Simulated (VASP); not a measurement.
Band structure of Ag₂O (cuprite). These are PBEsol GGA, VASP's PBE PAW potentials (set 64) (plane waves; VASP) values and carry that method's errors.

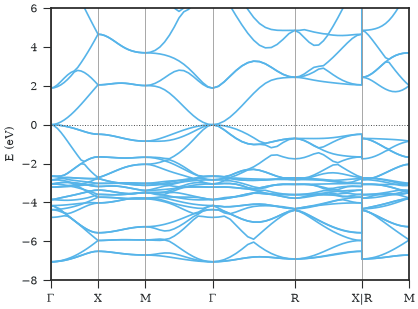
Fig. 1. Bands along high-symmetry lines, zero at the valence-band maximum or, without a gap, the Fermi level

Task: Read the plot: is there a gap, and where are the band edges?

Result: It has no gap at this level: it comes out as a metal or semimetal. (Edges off the drawn lines would not show.)

The compound is Ag2O in the cuprite structure. It was relaxed first.
